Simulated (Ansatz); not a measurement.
**Ga2O3 (C2/m): band gap by G0W0 on r2SCAN**

Aim: the quasiparticle gap of Ga2O3 (C2/m), starting from r2SCAN.

Calculated with Ansatz 0.2.0; r2SCAN, then G0W0 on it, plane waves, PAW.

**The experiments to reproduce.**

- Gap 4.96 eV: direct optical gap from Tauc plot, film annealed at 800 C; UV-Vis transmission and reflection, Tauc plot; film (80 nm PE-ALD film on sapphire, annealed in O2 at 800 C for 15 min) on sapphire (“Investigation of Ga2O3-Based Deep Ultraviolet Photodetectors Using Plasma-Enhanced Atomic Layer Deposition System”, 2020, pmc:7662978).

- Gap 4.5 eV: optical absorption edge from ellipsometry; spectroscopic ellipsometry; film (oxidised 75 nm GaSe layer, annealed at 800 C in oxygen) on Al2O3 (“Thin Ga2O3 Layers by Thermal Oxidation of van der Waals GaSe Nanostructures for Ultraviolet Photon Sensing”, 2024, pmc:11320379).

- Gap 4.88 eV: optical direct gap from Tauc plot; optical transmission, Tauc plot; film (as-deposited 50 nm PLD film, (-201) oriented) on c-plane sapphire (“beta-phase (AlxGa1-x)2O3 thin film with Al composition more than 70%”, 2020, arxiv:2005.05799).

- Gap 5.01 eV: direct optical gap from Tauc plot, film annealed at 700 C; UV-Vis transmission and reflection, Tauc plot; film (80 nm PE-ALD film on sapphire, annealed in O2 at 700 C for 15 min) on sapphire (“Investigation of Ga2O3-Based Deep Ultraviolet Photodetectors Using Plasma-Enhanced Atomic Layer Deposition System”, 2020, pmc:7662978).

- Gap 4.65 eV: direct optical gap from Tauc extrapolation, as-deposited; optical transmittance, Tauc plot; film (polycrystalline sputtered film, about 164 nm, on sapphire, not annealed) on Al2O3 (0006) (“Effects of Post Annealing on Electrical Performance of Polycrystalline Ga2O3 Photodetector on Sapphire”, 2020, pmc:7206477).

This is a selection; 6 further reports are not listed.

## Step 1: The structure

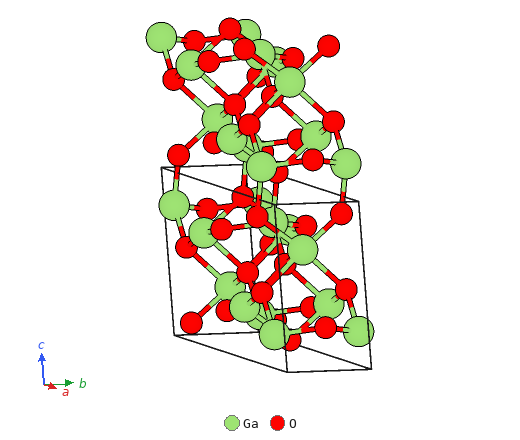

The cell as given, slightly off an axis (gallium green, oxygen red). 1×1×2 cells are drawn. This picture shows the conventional cell, with its axes. Some periodic images of atoms are drawn too.

As a file:

```cif
data_structure
_symmetry_space_group_name_H-M 'C2/m'
_symmetry_Int_Tables_number 12
_cell_length_a 12.2140
_cell_length_b 3.0371
_cell_length_c 5.7981
_cell_angle_alpha 90.000
_cell_angle_beta 103.830
_cell_angle_gamma 90.000
_cell_volume 208.85
loop_
_atom_site_label
_atom_site_type_symbol
_atom_site_symmetry_multiplicity
_atom_site_Wyckoff_symbol
_atom_site_fract_x
_atom_site_fract_y
_atom_site_fract_z
_atom_site_occupancy
Ga1 Ga 4 i 0.09050 0.00000 0.79460 1
Ga2 Ga 4 i 0.15866 0.50000 0.31402 1
O1 O 4 i 0.16450 0.00000 0.10980 1
O2 O 4 i 0.17330 0.00000 0.56320 1
O3 O 4 i 0.49590 0.00000 0.25660 1
```

The cell and positions come from the Crystallography Open Database and are kept as given unless a step says otherwise. The default PAW set here is soft_2. Its files were made with PBE.

## Step 2: Bands along the symmetry lines

Levels along a band path and on the mesh show where this functional puts the band edges.

This step: DFT, r2SCAN, plane waves, PAW.

input.yaml

```yaml
crystal:
  lattice:
    - [6.107, -1.51855, 0.0]
    - [6.107, 1.51855, 0.0]
    - [-1.3859888959, 0.0, 5.630008738]
  atoms:
    - { symbol: Ga, position: [0.0905, 0.0905, 0.7946] }
    - { symbol: Ga, position: [0.9095, 0.9095, 0.2054] }
    - { symbol: Ga, position: [0.65866, 0.65866, 0.31402] }
    - { symbol: Ga, position: [0.34134, 0.34134, 0.68598] }
    - { symbol: O, position: [0.1645, 0.1645, 0.1098] }
    - { symbol: O, position: [0.8355, 0.8355, 0.8902] }
    - { symbol: O, position: [0.1733, 0.1733, 0.5632] }
    - { symbol: O, position: [0.8267, 0.8267, 0.4368] }
    - { symbol: O, position: [0.4959, 0.4959, 0.2566] }
    - { symbol: O, position: [0.5041, 0.5041, 0.7434] }
kpoints:
  mp_grid: { grid: [8, 8, 4] }
  band_path:
    path:
      - [[0.0, 0.0, 0.0], [-0.2663944, 0.2663944, 0.0]]
      - [[-0.7336056, -0.2663944, 0.0], [-0.5, -0.5, 0.0], [0.0, 0.0, 0.0], [-0.5, -0.5, 0.5], [-0.74186107, -0.25813893, 0.5]]
      - [[-0.25813893, 0.25813893, 0.5], [0.0, 0.0, 0.5], [0.0, 0.0, 0.0]]
      - [[-0.5, 0.0, 0.5], [0.0, 0.0, 0.0], [-0.5, 0.0, 0.0]]
    npoints: 10
hamiltonian:
  xc: r2scan
scf:
  occupations: { method: fermi_dirac, width: 0.02 }
  n_extra_bands: 7
output:
  eigenvalues: true
  forces: true
  stress: true
  write_density: true
  write_potential: true
  elf: true
  volumetric_format: npy
```

Started as:

```
ansatz run input.yaml --threads 3 --pin off --max-ram 92160MiB --backend cuda --events-out ev --progress --plain --runs-dir out --devices 1 --max-vram 13GiB  # rebuilt from the run's record
```

Numbers of over 12 decimals in the logs are rounded to 6 here.

Output:

```text
basis.fft_grid_basis auto: the FFT boxes are laid along the combinations [[1, -1, 0], [0, 1, 0], [0, 0, 1]] of the cell's own vectors, 3.037, 6.293 and 5.798 Å long. The dense box has 24×48×45 points. Along the cell's own vectors, as sized, it would have 48×48×45, 2.00 times as many. Of the 4 symmetry operations that the crystal satisfies within crystal.symmetry.tolerance (time reversal apart; of a slab, those that k [...]
scf.n_extra_bands = 7 over 44 filled bands (N_el = 88.0): the run solves 51 bands
GPUs: using 1 of 1 available (devices: 1).
Engine: ansatz 0.2.0, x86_64-unknown-linux-gnu
Pseudopotentials: kind: paw
Pseudopotential: Ga, paw, valence charge 13, recommended cutoff 500 eV (meta_gga), Ga.paw.azcp
Pseudopotential: O, paw, valence charge 6, recommended cutoff 500 eV (meta_gga), O.paw.azcp
Functional definition: r2SCAN
  parameter k0 = 0.174
  parameter k1 = 0.065
  parameter a1 = 4.9479
  exchange = r2scan_x(k0 = k0, k1 = k1, a1 = a1)
  correlation = r2scan_c
device memory: the entry about to start is reckoned to put 4.1 GiB on a device that reports 36.7 GiB free (of which the cap on the GPU budget leaves the run 13.0 GiB)
GPU FFT provider: cuFFT
GPU libraries: cuBLAS 13.8.2, cuFFT 12.4.0, cuSOLVER 12.3.4
Crystal: 10 atoms, lattice volume = 104.423 Å³
Basis set: ecut = 500 eV, 2661 PW (Γ), FFT grids on a1−a2, a2, a3, exchange–correlation on 96×192×180 points (64 copies of the dense FFT grid, shifted against one another)
Bands: 51, of which v1, the nominal top of the filled ones, is band 44 counted from 1 (43 counted from 0)
Symmetry: 4 space group operations
Space group: C2/m (ITA 12), of the structure as read, at distance tolerance 4.7e-5 Å
k-points: 78 of 256
Non-local potential: Ga, projectors of the file, l = 0: 2, l = 1: 2, l = 2: 3, l = 3: 1
Non-local potential: O, projectors of the file, l = 0: 2, l = 1: 2, l = 2: 1
PAW form: soft (Blöchl's): semilocal exchange-correlation on the pseudo side does not see the compensation charge
PAW frozen core: Ga, regenerated for the run's functional (the file was generated under x = pbe(κ = 0.804, μ = 0.219515), c = pbe(β = 0.066725))
PAW frozen core: O, regenerated for the run's functional (the file was generated under x = pbe(κ = 0.804, μ = 0.219515), c = pbe(β = 0.066725))
PAW one-centre angular grid: Ga, 590 points (default); XC on 160 Gauss nodes
PAW one-centre angular grid: O, 302 points (default); XC on 160 Gauss nodes
Initial density: superposition of atomic densities (neutral atoms: chi_scale 0, normalization atom), corrected by the library's trained network
Initial wavefunctions: pseudopotential atomic-orbital guess
GPU buffer pool allocated for 51840 grid points (all kernels)
GPU transforms: local potential: pruned to the plane-wave sphere, on 24×45×45; band sums: pruned to the plane-wave sphere, on 24×48×45
Functional: x = r2scan, c = r2scan; τ floored in thin density (d = 2e-4 eV/Å³)
SCF iter   1: F=—  HF=-18577.670040 eV  |F-HF|=—  |Δ(HF+E_count)|=         —  Δρ=1.36e-2  dr2=8.53e-2  dr2_τ=4.04e-1  ethr=1.77e-3  ⟨swp⟩=6.9  Hψ=14464  notcnv=0
preconditioner: auto → Resta (q_TF=auto, 2.652 Å⁻¹)  ε∞=4.6  [insulator: Δε(μ)=3.106 eV  Ē_g=17.958 eV  σ=0.020 eV  W_gap=1.00  n_scr=34 (ndim 8)  ℏωp=34.1 eV  f_vac=0.015  D(μ)=0.00/eV (n_scr^D=0)  ε∞_Penn≈4.6]
SCF iter   2: F=—  HF=-18577.839136 eV  |F-HF|=—  |Δ(HF+E_count)|=   1.69e-1  Δρ=6.75e-3  dr2=2.61e-2  dr2_τ=9.97e-4  ethr=9.70e-5  ⟨swp⟩=3.0  Hψ=8794  notcnv=0  defer=164
SCF iter   3: F=—  HF=-18577.838750 eV  |F-HF|=—  |Δ(HF+E_count)|=   3.85e-4  Δρ=3.50e-3  dr2=4.35e-3  dr2_τ=5.03e-4  ethr=2.97e-5  ⟨swp⟩=3.0  Hψ=7470  notcnv=0  defer=164
SCF iter   4: F=—  HF=-18577.838402 eV  |F-HF|=—  |Δ(HF+E_count)|=   3.49e-4  Δρ=5.11e-4  dr2=1.81e-4  dr2_τ=5.51e-5  ethr=4.95e-6  ⟨swp⟩=2.0  Hψ=7160  notcnv=0  defer=164
SCF iter   5: F=—  HF=-18577.838323 eV  |F-HF|=—  |Δ(HF+E_count)|=   7.84e-5  Δρ=1.57e-4  dr2=1.41e-5  dr2_τ=1.87e-6  ethr=2.05e-7  ⟨swp⟩=2.1  Hψ=5723  notcnv=0  defer=164
SCF iter   6: F=—  HF=-18577.838629 eV  |F-HF|=—  |Δ(HF+E_count)|=   3.06e-4  Δρ=5.18e-5  dr2=2.12e-6  dr2_τ=2.90e-7  ethr=1.60e-8  ⟨swp⟩=2.0  Hψ=7246  notcnv=0  defer=164
SCF iter   7: F=—  HF=-18577.838629 eV  |F-HF|=—  |Δ(HF+E_count)|=   6.73e-7  Δρ=1.33e-5  dr2=1.66e-7  dr2_τ=1.08e-8  ethr=2.41e-9  ⟨swp⟩=2.0  Hψ=7189  notcnv=0  defer=164
SCF iter   8: F=-18577.838629 eV  HF=-18577.838629 eV  |F-HF|=1.66e-8  |Δ(HF+E_count)|=   1.29e-7  Δρ=5.04e-6  dr2=2.61e-8  dr2_τ=1.85e-9  ethr=1.14e-10  ⟨swp⟩=14.9  Hψ=35821  notcnv=0
SCF 1 converged in 8 iterations: F = -18577.838629 eV  dr2 = 2.61e-8
  greatest PAW one-centre occupation: 0.997 electrons in one spin orbital (limit 2), on the Ga atom at site 3 (counted from 0), in its partial waves of l = 2
device memory: the entry about to start is reckoned to put 2.6 GiB on a device that reports 42.9 GiB free (of which the cap on the GPU budget leaves the run 13.0 GiB)
NSCF: frozen V_eff on 94 k-points
SCF converged after 8 iterations
Free energy (F): -18577.838629 eV
Harris-Foulkes:  -18577.838629 eV  (|F-HF|=1.66e-8)
Internal energy: -18577.838629 eV  (E = F + TS)
E sigma→0 (E₀):  -18577.838629 eV
Fermi energy:    9.334995 eV
--- Per-component energies (eV) ---
  E_band       = -151.292056
  E_kinetic    = 1525.661097
  E_local      = -9105.869611  (includes V_loc(G=0)·N_el)
  E_nonlocal   = 2029.773542
  E_hartree    = 4101.648440
  E_xc         = -684.277251
  E_vxc        = -863.634108  (∫ρ·V_xc dr)
  E_paw        = -9017.203358  (= ΣΔE_a)
  E_vpaw       = -1992.250424  (= ΣTr[D̂ρ^β])
  E_aug_tail   = 0.006025  (compensation charges beyond the density's cutoff)
  E_vtau       = 51.719231  (kinetic-family band-sum trace: ∫τ·v_τ [+ j·A + Jᵃ·Aᵃ] dr)
  E_ewald      = -7424.773589
  E_core_change = -2.803925  (= ΣΔE_core)
  E_smearing   = -0.000000  (= −TS)
  E_closure    = 0.000000  (closes the sum)
  Σ components = -18577.838629   (vs F -18577.838629, Δ=0.00e0)
--- Forces (eV/Å), atoms counted from 1 ---
  atom   1  Ga     0.09816277    -0.00000000     0.04867476
  atom   2  Ga    -0.09816277     0.00000000    -0.04867476
  atom   3  Ga     0.01170286    -0.00000000     0.07367168
  atom   4  Ga    -0.01170286     0.00000000    -0.07367168
  atom   5  O     -0.00621269     0.00000000    -0.11013792
  atom   6  O      0.00621269    -0.00000000     0.11013792
  atom   7  O     -0.02503147     0.00000000     0.00192798
  atom   8  O      0.02503147    -0.00000000    -0.00192798
  atom   9  O      0.09901952     0.00000000    -0.01240091
  atom  10  O     -0.09901952    -0.00000000     0.01240091
  max |Σ_I F_I| component: 2.78e-17 eV/Å
--- Stress (GPa, compression-positive) ---
        1.342234       0.000000      -0.063648
        0.000000       1.335731      -0.000000
       -0.063643      -0.000000       1.093659
  P = ⅓ Tr σ = 1.2572 GPa (12.572 kbar)
--- Band table (eV; the first three rows and the last of 78) ---
  k-point 0: bands = [... 40 lower, 7.1188, 7.2925, 7.4917, 7.7446, 10.8600, 14.2332, 15.2379, 15.3811, ... 3 higher]
  k-point 1: bands = [... 40 lower, 7.1380, 7.2284, 7.2953, 7.5077, 11.7641, 14.3914, 15.1070, 15.4712, ... 3 higher]
  k-point 2: bands = [... 40 lower, 7.1117, 7.1538, 7.2979, 7.4616, 13.2521, 13.3628, 15.3152, 15.8351, ... 3 higher]
  k-point 77: bands = [... 40 lower, 7.1536, 7.1763, 7.1838, 7.7603, 13.6931, 13.8059, 14.8149, 15.1321, ... 3 higher]
```

Elapsed: 19 s, on 1 × NVIDIA H100 80GB HBM3 (shared by 6 runs) with 3 threads of AMD EPYC 7R13 (Zen 3), shared host; peak memory 1.2 GiB.

The column dr2 measures how far the density is from self-consistency, as an energy; F and HF (Harris–Foulkes) agree once it is small.

Numbers from this step:

* pressure: 1.257 GPa
* filled bands: 44
* gap: 3.085 eV
* valence top at: k = (-0.548, -0.452, 0.500)
* conduction bottom at: Γ
* least direct gap: 3.115 eV

Over mesh and path the gap is 3.085 eV, from k = (-0.548, -0.452, 0.500) to k = Γ. The least direct gap found is 3.115 eV, at k = Γ. On the 8×8×4 mesh alone the same run gives 3.095 eV, so that mesh misses an edge of r2SCAN: 3.095 − 3.085 = +0.010 eV.

The electronic bands at the labelled points (eV, zero at the top of the highest nominally filled band):

```tsv
point	band 41	band 42	band 43	band 44	band 45	band 46	band 47	band 48
Γ	-0.66	-0.48	-0.28	-0.03	3.08	6.46	7.46	7.61
C	-0.83	-0.75	-0.49	-0.17	6.57	7.31	7.77	7.96
jump to C2	-0.83	-0.75	-0.49	-0.17	6.57	7.31	7.77	7.96
Y2	-0.67	-0.66	-0.42	-0.18	5.25	5.51	6.55	7.41
Γ	-0.66	-0.48	-0.28	-0.03	3.08	6.46	7.46	7.61
M2	-0.62	-0.60	-0.59	-0.01	5.92	6.03	7.04	7.36
D	-1.16	-0.92	-0.89	-0.65	7.76	7.84	8.50	8.93
jump to D2	-1.16	-0.92	-0.89	-0.65	7.76	7.84	8.50	8.93
A	-0.66	-0.62	-0.48	-0.31	5.48	5.59	7.54	8.06
Γ	-0.66	-0.48	-0.28	-0.03	3.08	6.46	7.46	7.61
jump to L2	-1.15	-1.08	-0.76	-0.68	7.74	7.77	8.67	8.88
Γ	-0.66	-0.48	-0.28	-0.03	3.08	6.46	7.46	7.61
V2	-0.75	-0.73	-0.46	-0.17	6.43	7.38	8.08	8.35
```

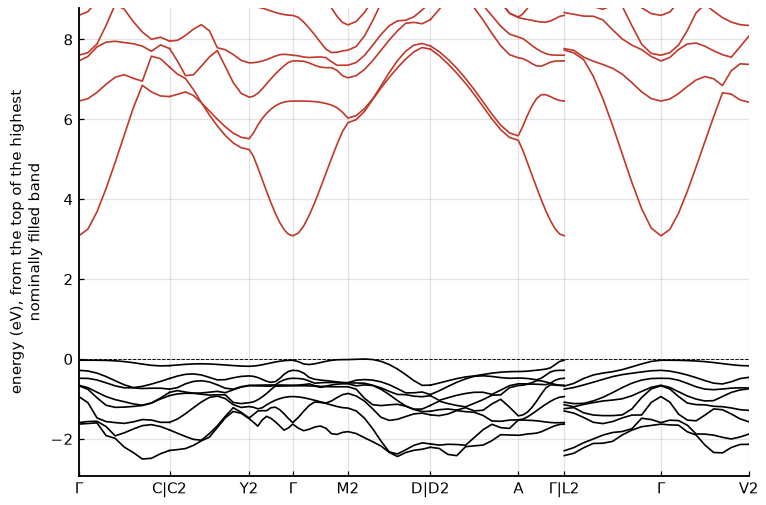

Electronic bands along the path; lines of filled and empty bands in two colours.

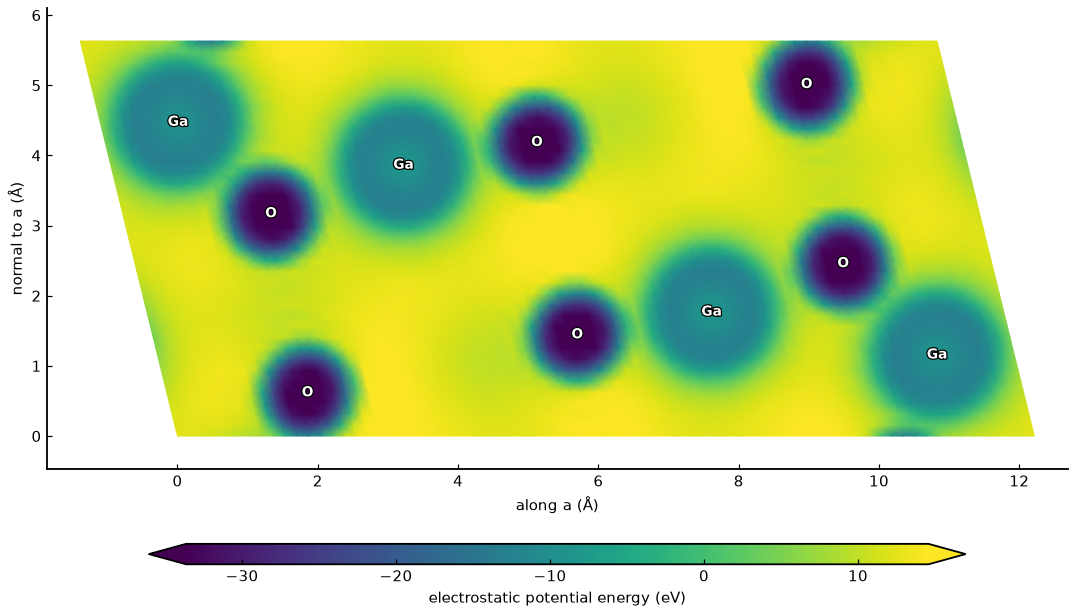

Electrostatic potential energy in the ac plane of the conventional cell at fractional y = 0.000, with atoms of Ga and O within 0.2 Å of it. With pseudopotentials it is smooth inside the atoms' cores, unlike the true potential.

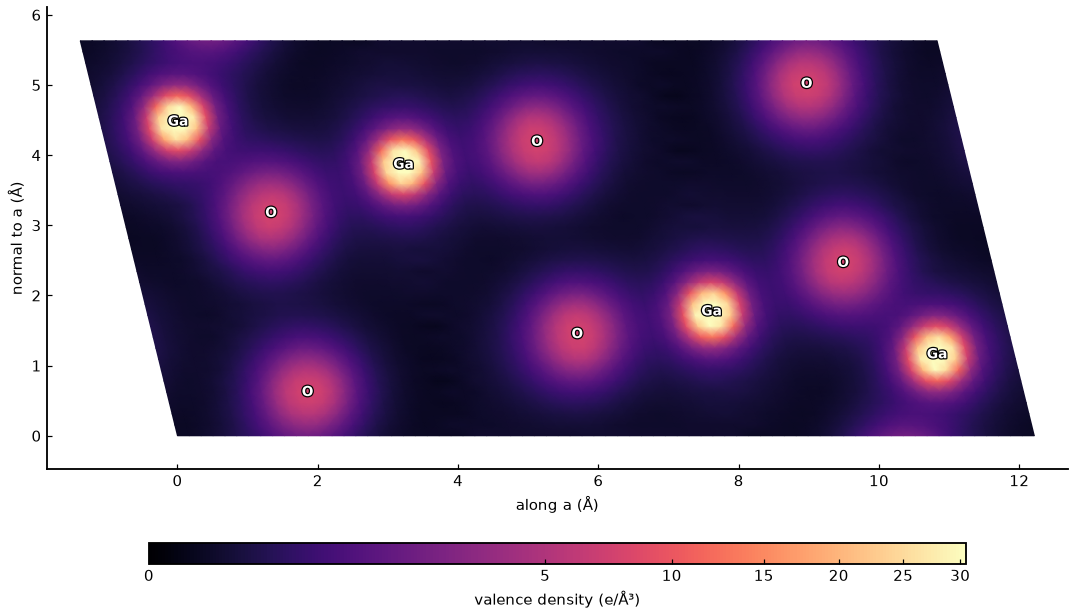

Valence density in the ac plane of the conventional cell at fractional y = 0.000, with atoms of Ga and O within 0.2 Å of it. It is the smooth field of the valence electrons, not physical close to the nuclei. The colour scale is stretched toward low values.

(Part 1 of 3 ends here.)

[Paths, hosts, dates, memory and timing lines, banners, echoed tables and standing remarks are left out of the program output.]

[Logs are printed without paths, hosts, clocks, repeated set-up lines and the standing remarks that a program may print on its own settings, such as how far it seeks lower states.]

[Runs of the session that timed out or met a known fault of the program may be left out.]

[Cells called generated may have been cut or substituted from an entry of the Crystallography Open Database or the Materials Project.]

[Hosts, paths, dates, database ids (printed as entryN), source tags and the programs' standing remarks are cut or masked in the printed files.]

[Where an RPA ε∞ is given, it is that of the G0W0 mesh and is not shown converged in it. Names of k-points follow the symmetry that the program found, which can be lower than the space group named. Band edges on a path are those of the sampled points; other points can move an edge, and change direct to indirect where valleys lie close.]

[Hybrid gaps are those of their k-mesh and are not shown converged in it.]
